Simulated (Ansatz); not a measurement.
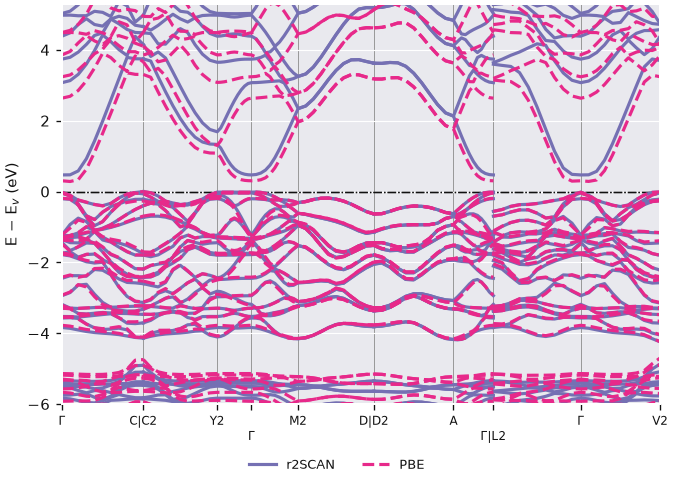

Band structures of Cd2HgO3, space group C2/c (No. 15), 12 atoms in the cell, by two methods on the same cell. Each is counted from its own valence-band top.

What changes from one method to the other?

Answer. r2SCAN gives a gap of 0.47 eV along the path and PBE gives a gap of 0.29 eV along the path. Over the top 3 filled bands the two differ by 0.01 eV on average.

Settings. r2SCAN: DFT r2SCAN, scalar-relativistic, plane waves, PAW, no spin polarisation, 12×12×6 k mesh, 500 eV cutoff, Gaussian smearing of 0.02 eV (Ansatz). PBE: DFT PBE, scalar-relativistic, plane waves, PAW, no spin polarisation, 12×12×6 k mesh, 420 eV cutoff, Gaussian smearing of 0.02 eV (Ansatz).

The structure is an invented one, so it need not be a known or stable phase. Spin-orbit coupling is left out, which matters for Hg.
